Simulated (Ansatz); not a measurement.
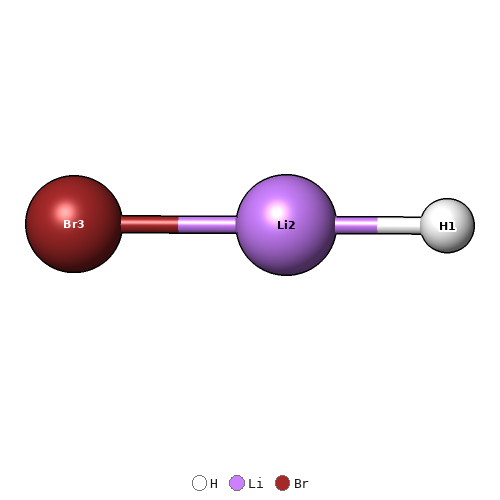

The system is H⁻ + LiBr; the picture shows the reference structure. Coordinates scanned: (1) distance H1–Li2; (2) distance Li2–Br3. Nothing is relaxed (the angle H1–Li2–Br3 is fixed at 180 degrees). The grid has 11 × 11 points. Energies: kJ/mol, counted from the lowest grid point. The reference is spin-restricted, so regions where a bond is pulled apart into radicals lie too high. Method: Ansatz, RKS wB97X-V/def2-TZVPD.

Its coordinates:

```xyz
3

H    -1.7580    0.0000    0.0000
Li    0.0000    0.0000    0.0000
Br    2.3180    0.0000    0.0000
```

Range: distance H1–Li2 from 1.272 to 2.872 Å; distance Li2–Br3 from 1.984 to 3.584 Å.

What will the energy surface look like?

Answer. The lowest grid point is at distance H1–Li2 = 1.758 Å, distance Li2–Br3 = 2.318 Å. It is the only kind of minimum in the scanned range. The highest grid point, distance H1–Li2 = 2.872 Å, distance Li2–Br3 = 3.584 Å, lies 197 kJ/mol above the lowest. Round the minimum the two coordinates are weakly coupled (coupling 0.05 in units of the two stiffnesses).

| distance Li2–Br3 ↓, distance H1–Li2 → | 1.272 | 1.352 | 1.469 | 1.606 | 1.758 | 1.922 | 2.096 | 2.278 | 2.469 | 2.667 | 2.872 |
| --- | --- | --- | --- | --- | --- | --- | --- | --- | --- | --- | --- |
| 3.584 | 133 | 107 | 84 | 74 | 76 | 88 | 106 | 127 | 150 | 174 | 197 |
| 3.379 | 122 | 95 | 72 | 62 | 64 | 75 | 92 | 113 | 135 | 158 | 181 |
| 3.181 | 109 | 83 | 60 | 49 | 50 | 61 | 77 | 97 | 119 | 141 | 163 |
| 2.990 | 97 | 70 | 46 | 35 | 36 | 46 | 62 | 81 | 102 | 124 | 145 |
| 2.808 | 85 | 58 | 34 | 22 | 22 | 32 | 47 | 65 | 86 | 107 | 127 |
| 2.634 | 74 | 47 | 23 | 11 | 11 | 19 | 34 | 51 | 71 | 91 | 111 |
| 2.470 | 68 | 40 | 16 | 3 | 2 | 10 | 24 | 41 | 60 | 79 | 99 |
| 2.318 | 67 | 39 | 14 | 1 | 0 | 7 | 20 | 37 | 55 | 74 | 93 |
| 2.181 | 74 | 46 | 21 | 8 | 6 | 13 | 26 | 42 | 59 | 77 | 95 |
| 2.064 | 90 | 63 | 38 | 24 | 22 | 29 | 41 | 56 | 73 | 91 | 108 |
| 1.984 | 109 | 82 | 57 | 44 | 41 | 48 | 60 | 75 | 91 | 109 | 126 |

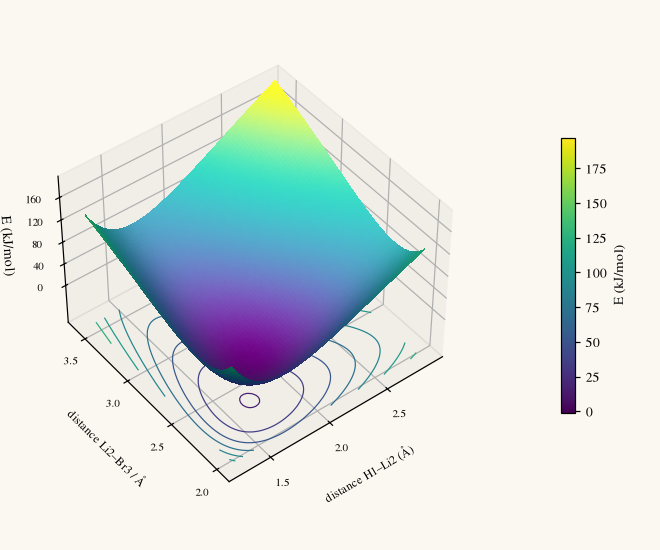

The picture shows a relief with its contours projected below. Between grid points the surface is interpolated.

The whole map (121 points run) took 9.9 min on 1 thread of Arm Neoverse V2 (shared host).
